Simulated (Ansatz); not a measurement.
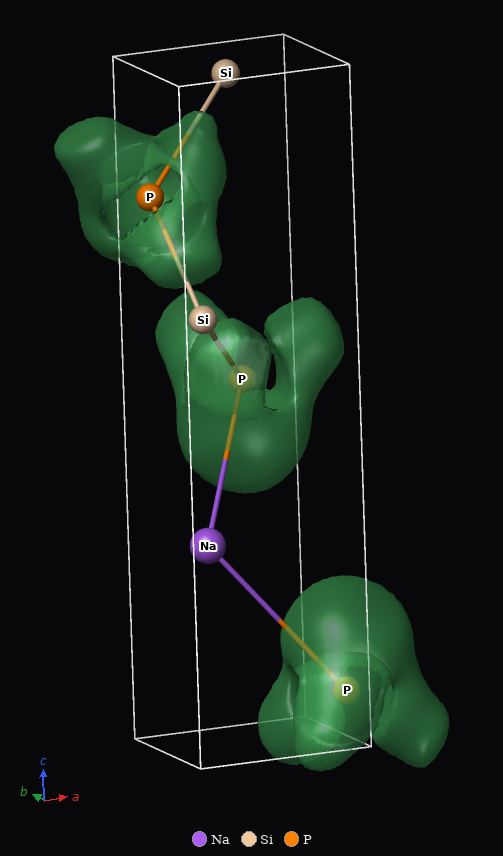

Figure 1: NaSi2P3. Isosurface of the ELF at 0.75 (green), seen slightly off an axis. Only the valence region is drawn (cores and ρ < 0.01 e/Å³ removed). Sticks mark near contacts.

Space group P1; a structure from a database of computed crystals, not necessarily the ambient phase; started from the MnCd2Te3-156 prototype, which need not be the ambient phase; changed on purpose from its base cell (shaken).

These are results of Ansatz, DFT, PBEsol, plane waves, PAW, not measurements.

Question: Identify the bonds, lone pairs and shells in this picture.

Answer: The surface consists of three regions on P in which the atom's valence shell and bonds are merged, counted in one cell of 6 atoms. Regions shared between cells count once. Profiles from the grid: Si–P (2.27 Å): the ELF peaks at about 0.90 between the atoms. Na–P (2.97 Å): the ELF peaks at about 0.90 in the valence shell of P, 0.9 Å from its nucleus, and is about 0.50 at the midpoint.
